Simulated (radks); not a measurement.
# Atomic calculation, with input and output: Ti²⁺

Ti²⁺, configuration [Ar] 3d2. Computed at this level: scalar-relativistic Kohn-Sham, PBE, spin-polarised, spherical densities, point nucleus (radks).

### The input
```
Z 22
configuration [Ar] 3d2
relativity scalar-relativistic
functional pbe,pbe
spin polarised
nucleus point
c 137.035999084
mesh_end 5
max_iterations 90
```

Energies in input and log are in hartree, lengths in bohr.

The run was one of a batch that the task file lists, launched with:
```bash
python <driver script> task.json out
```

### Output
```
1s      1   1.0000        -179.50970536
2s      1   1.0000         -20.31073151
2p      1   3.0000         -16.90359804
3s      1   1.0000          -2.90773027
3p      1   3.0000          -2.03394678
3d      1   2.0000          -0.74215917
1s      2   1.0000        -179.51030729
2s      2   1.0000         -20.28910225
2p      2   3.0000         -16.88696104
3s      2   1.0000          -2.83672899
3p      2   3.0000          -1.96331001
3d      2   0.0000          -0.67504709
Etot -852.8247600187473
Ekin 860.0701204538055
Encl -2016.1621811374516
Eh 344.91004428373736
Exc -41.64274361883837
err 4.1414509689926164e-09
it 14
```

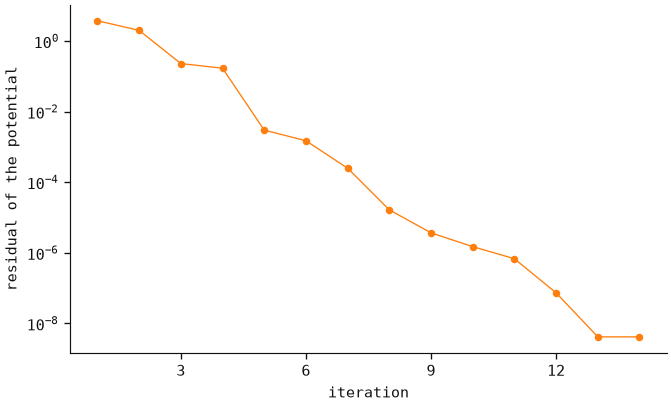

Fig. 1: Convergence: residual of the potential against the iteration. The residual falls almost steadily, with no more than small rises or pauses. It goes from 3.7 to 4.1×10⁻⁹ in 14 steps.

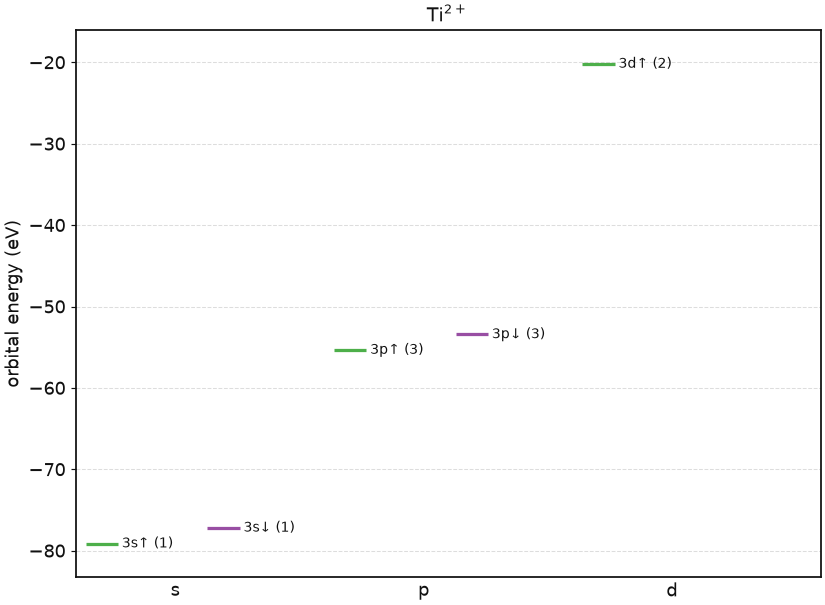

Fig. 2: The outer levels are drawn (occupations in brackets, up spins at the left of each column and down spins at the right). They are the filled levels of this odd run. The highest occupied level is 3d up at −20.2 eV. From the top down the occupied levels run 3d up (−20.2 eV), 3p down (−53.4 eV), 3p up (−55.3 eV), 3s down (−77.2 eV), 3s up (−79.1 eV).

### Outcome

- outcome: converged
- total energy: −852.824760 hartree
- kinetic energy: 860.070120 hartree
- electron–nucleus energy: −2016.1622 hartree
- Hartree energy: 344.910044 hartree
- exchange–correlation energy: −41.642744 hartree
- radius at density 0.001 e/bohr³: 3.12 bohr
- SCF iterations: 14
- hardware: 1 thread of Arm Neoverse N1, 69 GiB of memory available, shared host

### What is odd here

A numerical setting was moved from its usual value: mesh end rmax = 5. The program ran to the end. Its total energy differs from that of the same run with the usual input (−852.82846 hartree) by +0.0037 hartree, so this setting spoils the energy.
